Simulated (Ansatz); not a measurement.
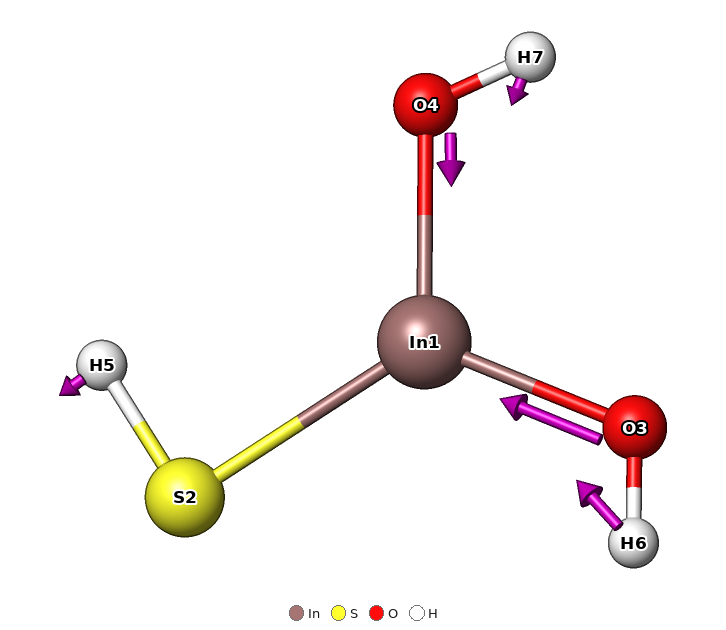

The arrows show one normal mode. Harmonic vibrations computed with RKS PBE0-D4/def2-TZVP, core potentials on In (Ansatz 0.2.0) at a stationary point of the same level.

> Describe the motion.

Mostly In–O stretching.

> Estimate its harmonic wavenumber.

603 cm⁻¹; it is mode 8 of 15 counted from the lowest.
